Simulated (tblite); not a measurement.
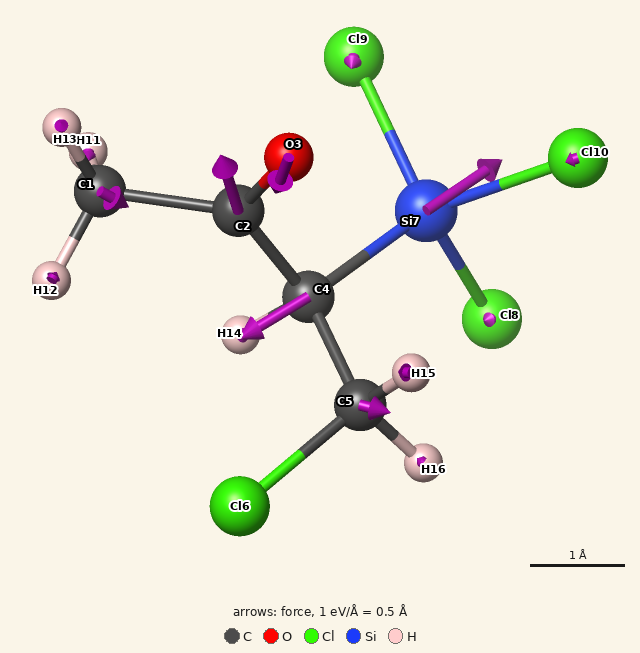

Starting geometry of C4H6Cl4OSi with the computed forces as purple arrows. A ball-and-stick model, seen at a tilt.

All numbers below come from GFN2-xTB geometry optimisation, gas phase in tblite. 

**Is this structure relaxed? If not, where do the atoms go?**

It isn't relaxed: the largest force vector, on Si7, is 2.27 eV/Å. The final displacements have little in common with the starting forces (cosine between the two patterns 0.15). The atom that moves furthest after the best rigid fit is Cl10 (0.29 Å). By element the largest moves are Cl 0.29 Å, O 0.28 Å, H 0.23 Å, C 0.14 Å, Si 0.05 Å. Among the contacts that change: C4–Si7 1.846 → 1.929 Å, C1–C2 1.525 → 1.499 Å, Si7–Cl8 2.044 → 2.020 Å, Si7–Cl10 2.027 → 2.005 Å. Among the angles between lasting bonds that change: C4–Si7–Cl9 112.3° → 107.8°, Cl8–Si7–Cl10 105.8° → 110.2°, Cl8–Si7–Cl9 105.2° → 109.6°. Over 84 geometry steps the energy falls by 17.2 kJ/mol. The run took 1.9 s on 1 thread of Arm Neoverse N1 (shared host).
